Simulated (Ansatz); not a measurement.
The figure comes from a scan of NiSi2 (fluorite type, space group Fm-3m): one Si atom of a 3-atom cell moves by s along Cartesian [111], with its periodic images. Level of theory: PBE (plane waves to 420 eV, PAW, scalar-relativistic; Ansatz, a quantum-chemistry and plane-wave program). k mesh 12×12×12 (Γ-centred), Fermi-Dirac smearing 0.05 eV. E stands for the smeared free energy. With partly filled bands, energies and forces of such displacements shift with the k mesh and the smearing. NiSi2 is run without spin polarisation. NiSi2 was relaxed with its symmetry unable to fall. The PAW data are Ansatz's earlier set. The zero of ΔE is the undisplaced structure.

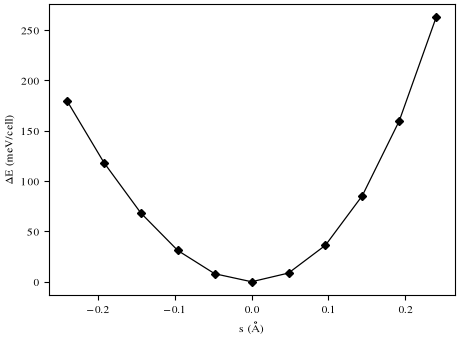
ΔE (meV/cell) against s (Å); one marker a computed point.

Turn the plot into a table (rounded to what can be read).

To the nearest 5:

```
s (Å)   ΔE (meV/cell)
------  -------------
-0.240            180
-0.192            120
-0.144             70
-0.096             30
-0.048             10
0.000               0
0.048              10
0.096              35
0.144              85
0.192             160
0.240             265
```

(For displaced atoms, the force is minus the slope of the energy, and its curvature is a force constant, which sets phonon frequencies.)
